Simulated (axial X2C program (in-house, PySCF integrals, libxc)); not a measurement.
# BrCo⁺: properties at the nuclei

Wanted for BrCo⁺: properties at the nuclei, at the two-component level.

Program: an in-house X2C program for linear molecules on PySCF integrals. Level of theory: two-component X2C with atomic mean-field terms, Br dyall-cv3z, Co dyall-cv3z. These are calculated values, not measurements.

## Step 1: Input

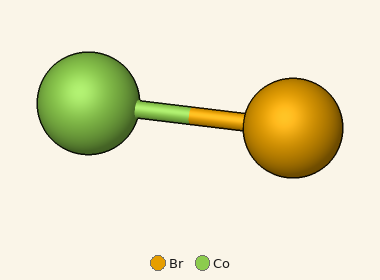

The two atoms at 2.250 Å (bromine amber, cobalt green).

The input, task.json:

```json
{"zs": [35, 27], "q": 1, "bas": ["dyall-cv3z", "dyall-cv3z"], "r0": 2.25, "levels": ["PBE0", "HF", "TPSSh", "r2SCAN", "PBE"], "nst": 3}
```

Keys: zs atomic numbers; q charge; bas basis sets; r0 starting distance in Å; levels methods (HF also brings MP2); nst determinants followed.

On the command line:

```sh
> python soeom.py task.json out
```

The runs that follow: Expectation values, lowest determinant; Expectation values, a higher determinant; Expectation values, a higher determinant.

Before running it: what results should come out? Wanted: lowest determinant; Eeff magnitude; Ws magnitude Br; A∥/gI Br; qzz Br; higher determinant (for each run or level that gives them).

As calculated:

| quantity | value |
| --- | --- |
| lowest determinant | Ω = 7/2 (excess of +ω over −ω: ω = -1/2, ω = 3/2, ω = 5/2) |
| Eeff magnitude (GV/cm), PBE0 | 0.274 |
| Ws magnitude Br (kHz), PBE0 | 0.00108 |
| A∥/gI Br (MHz), PBE0 | -34.5 |
| qzz Br (a.u.), PBE0 | 2.41 |
| higher determinant | Ω = 1/2 (excess of +ω over −ω: ω = 1/2) |
| Eeff magnitude (GV/cm), PBE0, higher determinant | 0.258 |
| Ws magnitude Br (kHz), PBE0, higher determinant | 0.0098 |
| A∥/gI Br (MHz), PBE0, higher determinant | 57.3 |
| qzz Br (a.u.), PBE0, higher determinant | 2.35 |
| higher determinant | Ω = 5/2 (excess of +ω over −ω: ω = 5/2) |
| Eeff magnitude (GV/cm), PBE0, higher determinant | 0.63 |
| Ws magnitude Br (kHz), PBE0, higher determinant | 0.022 |
| A∥/gI Br (MHz), PBE0, higher determinant | -215 |
| qzz Br (a.u.), PBE0, higher determinant | 2.92 |

What this shows: In the first state, the effective field runs from 0.206 to 0.427 GV/cm over the mean-field levels, so the levels don't agree on it. The expectation values come from single determinants, which for open shells can mix terms of unlike spin or miss the lowest Ω, so a determinant need not be a state. Eeff is the effective electric field on the electron dipole moment in this Ω state and Ws the scalar–pseudoscalar constant (defined with the proton number Z and per Ω); A∥ is the parallel hyperfine constant, which follows by multiplying with the nuclear g factor gI = μI/(I μN); qzz is the electric field gradient, eQq0 = 234.96 MHz × Q/barn × qzz. The operators were transformed with the bare-nucleus X2C matrices.
